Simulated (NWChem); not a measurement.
# doublet C2H5F−: levels of theory compared

We compute a comparison of 3 runs (UHF/aug-cc-pVDZ, USVWN5/aug-cc-pVDZ, UMP2/aug-cc-pVDZ) of doublet C2H5F−. 

Program for the calculation: NWChem 7.3.0.

## Step 1: Starting point

The species is C2H5F− (8 atoms), meant as a doublet with charge -1. As SMILES of the parent species, `CCF`. The coordinates come from a PBE0-D4/def2-TZVP relaxation. That shape belongs to the parent species and isn't relaxed for this state.

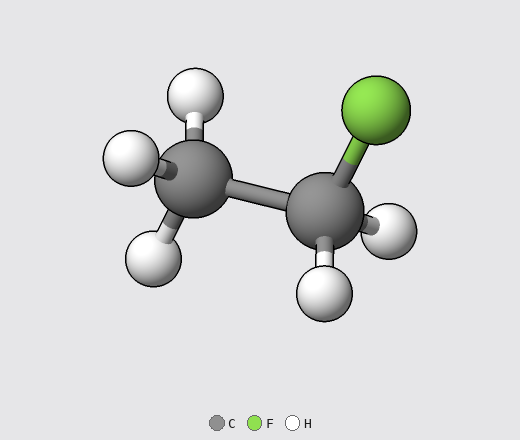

The structure, seen from a chosen angle (carbon grey, fluorine green, hydrogen white).

## Step 2: The energy at UHF/aug-cc-pVDZ (run 1)

The input, mol.nw:

```
start mol
memory total 2200 mb
charge -1
geometry units angstrom noautosym nocenter noautoz
C    -0.431700    0.566900   -0.264600
C     0.378400   -0.599100    0.230500
F     1.663300   -0.186400    0.546500
H    -1.443900    0.237400   -0.512600
H     0.018600    0.998500   -1.160400
H    -0.500300    1.343000    0.499800
H     0.464000   -1.381500   -0.529800
H    -0.056300   -1.036000    1.134800
end
basis spherical bse
C library aug-cc-pVDZ
F library aug-cc-pVDZ
H library aug-cc-pVDZ
end
scf
doublet
uhf
thresh 1e-08
maxiter 80
end
task scf energy
```

On the command line:

```sh
nwchem mol.nw > mol.out
```

The log of the run:

```text
[...]
  functions       =   114
[...]
  wavefunction    = UHF
[...]
         Total SCF energy =   -178.068956014924
      One electron energy =   -405.380374002133
      Two electron energy =    147.895443115791
 Nuclear repulsion energy =     79.415974871417
                       Sz =      0.5000
                 Sz(Sz+1) =      0.7500
                      S^2 =      0.7501
[...]
```

Run time: 65 s. Hardware: 1 thread of Intel Xeon 6975P-C (Granite Rapids), shared host; peak memory 0.099 GiB.

## Step 3: The energy at USVWN5/aug-cc-pVDZ (run 2)

The input, a.nw:

```
start a
title "C2H5F SVWN5"
memory stack 880 mb heap 220 mb global 1100 mb
charge -1

geometry noautosym nocenter noautoz
  C    -0.431700    0.566900   -0.264600
  C     0.378400   -0.599100    0.230500
  F     1.663300   -0.186400    0.546500
  H    -1.443900    0.237400   -0.512600
  H     0.018600    0.998500   -1.160400
  H    -0.500300    1.343000    0.499800
  H     0.464000   -1.381500   -0.529800
  H    -0.056300   -1.036000    1.134800
end

basis spherical bse
  * library aug-cc-pVDZ
end

dft
  xc slater vwn_5
  mult 2
  grid fine
  convergence energy 1e-08
  iterations 100
  mulliken
  print medium
end

task dft
```

On the command line:

```sh
nwchem a.nw > a.out
```

The log of the run:

```text
[...]
          Wavefunction type:  spin polarized.
          No. of atoms     :     8
          No. of electrons :    27
[...]
          Charge           :    -1
          Spin multiplicity:     2
[...]
          AO basis - number of functions:   114
[...]
              XC Information
              --------------
                        Slater Exchange Functional  1.000 local
                      VWN V Correlation Functional  1.000 local
[...]
 d= 0,ls=0.0,diis     1   -177.4347380867 -2.57D+02  3.63D-01  4.94D-01     2.3
[...]
 d= 0,ls=0.0,diis    13   -177.6604955980 -6.87D-10  3.37D-06  4.52D-11    24.0
[...]
         Total DFT energy =     -177.660495597959
      One electron energy =     -405.553824424443
           Coulomb energy =      170.280762064453
    Exchange-Corr. energy =      -21.803408109387
 Nuclear repulsion energy =       79.415974871417
[...]
      Total Density - Mulliken Population Analysis
     ---------------------------------------------
    Atom       Charge   Shell Charges
 -----------   ------   -------------------------------------------------------
    1 C    6     4.37   2.03  0.65  0.16 -0.84  2.20  0.20 -0.04  0.04 -0.02
    2 C    6     4.11   2.02  0.66  0.18 -0.99  2.08  0.07 -0.07  0.12  0.04
    3 F    9     9.43   2.01  0.87  1.04  0.16  3.33  1.87  0.12  0.00  0.02
    4 H    1     2.03   0.73  0.58  0.77  0.03 -0.08
    5 H    1     1.60   0.74  0.54  0.34  0.03 -0.05
    6 H    1     1.60   0.74  0.54  0.34  0.03 -0.05
    7 H    1     1.93   0.75  0.67  0.55  0.02 -0.06
    8 H    1     1.93   0.75  0.67  0.55  0.02 -0.06
[...]
      <S2> =      0.7501 (Exact =     0.7500)
[...]
```

It took 25 s on 1 thread of Intel Xeon 6975P-C (Granite Rapids), shared host; peak memory 0.11 GiB.

## Step 4: The energy at UMP2/aug-cc-pVDZ (run 3)

The input, job.nw:

```
start job
title "C2H5F"
memory total 2200 mb
charge -1

geometry units angstroms noautosym nocenter noautoz
C       -0.431700       0.566900      -0.264600
C        0.378400      -0.599100       0.230500
F        1.663300      -0.186400       0.546500
H       -1.443900       0.237400      -0.512600
H        0.018600       0.998500      -1.160400
H       -0.500300       1.343000       0.499800
H        0.464000      -1.381500      -0.529800
H       -0.056300      -1.036000       1.134800
end

basis spherical bse
* library aug-cc-pVDZ
end

scf
nopen 1
uhf
thresh 1e-08
maxiter 80
end

mp2
freeze core 3
tight
end

task mp2 energy
```

On the command line:

```sh
nwchem job.nw > job.out
```

The log of the run:

```text
[...]
  functions       =   114
[...]
  wavefunction    = UHF
[...]
         Total SCF energy =   -178.068956014924
      One electron energy =   -405.380374002133
      Two electron energy =    147.895443115791
 Nuclear repulsion energy =     79.415974871417
                       Sz =      0.5000
                 Sz(Sz+1) =      0.7500
                      S^2 =      0.7501
[...]
          Total MP2 energy          -178.579576329382
[...]
```

Run time: 71 s. Hardware: 1 thread of Intel Xeon 6975P-C (Granite Rapids), shared host; peak memory 0.36 GiB.

## Step 5: Overview of the runs

| run | level | iteration cap | module | energy (Eh) | HOMO energy (eV) | LUMO energy (eV) | ⟨S²⟩ | wall time |
| --- | --- | --- | --- | --- | --- | --- | --- | --- |
| 1 | UHF/aug-cc-pVDZ | 80 | scf | -178.068956 | 0.92 | 3.64 | 0.750 | 65 s |
| 2 | USVWN5/aug-cc-pVDZ | 100 | dft | -177.660496 | 1.75 | 2.09 | 0.750 | 25 s |
| 3 | UMP2/aug-cc-pVDZ | 80 | mp2 | -178.579576 | 0.92 | 3.64 | 0.750 | 71 s |

## Step 6: Results

```
                                                         quantity          value
                                              run 3: total energy  -178.57958 Eh
run 3: HOMO energy (Hartree–Fock orbitals) (highest over α and β)        0.92 eV
 run 3: LUMO energy (Hartree–Fock orbitals) (lowest over α and β)        3.64 eV
               run 3: correlation energy (3 core orbitals frozen)     -510.6 mEh
                         run 3: ⟨S²⟩ of the reference determinant          0.750
```

In runs 1, 2, 3 the HOMO lies above zero, so the outermost electron may be held by the basis alone. All runs together took 2.7 min, the longest 71 s.
